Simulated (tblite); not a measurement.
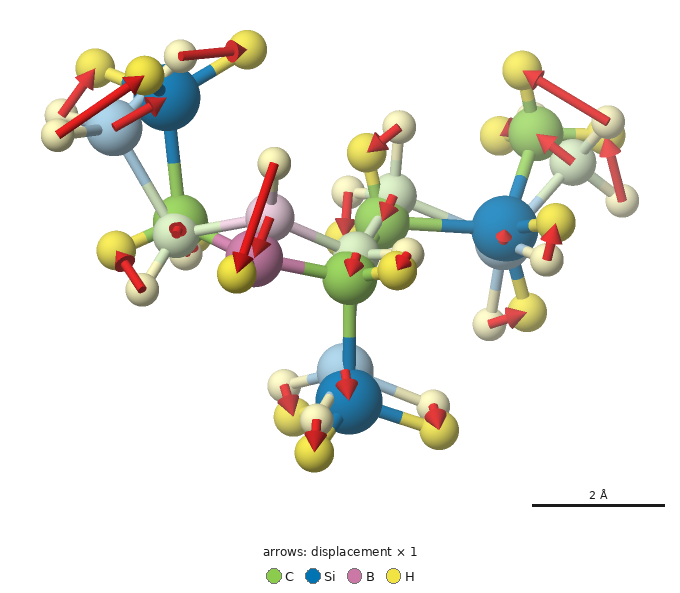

A relaxation of C4H17BSi3. The starting structure is drawn faded, the final one solid; red arrows show the displacements, at their true length. The two geometries are superimposed by the best rigid fit.

A ball-and-stick model, seen at a tilt.

Level of theory: tblite, GFN2-xTB geometry optimisation, gas phase. 

Atoms of which element are displaced furthest, and by how much?

Answer. Hydrogen: up to 1.79 Å, against 0.95 Å for silicon.

What happened in the run?

Answer. The atom that moves furthest after the best rigid fit is an H atom (1.79 Å). By element the largest moves are H 1.79 Å, Si 0.95 Å, C 0.71 Å, B 0.67 Å. Among the contacts that change: Si–Si 3.276 → 3.702 Å, C–Si 1.842 → 1.919 Å, C–H 1.144 → 1.095 Å, C–Si 1.859 → 1.902 Å. Bond angles that change, for instance: Si–C–C 106.5° → 115.8°, Si–C–B 112.2° → 104.2°, H–C–H 113.7° → 107.5°. Groups turn about B–C by about 60°, B–C by about 50°, C–Si by about 35°. The energy falls by 0.949 eV in 207 geometry steps. Cost: 3.8 s on 1 thread of Arm Neoverse N1, on a shared host.
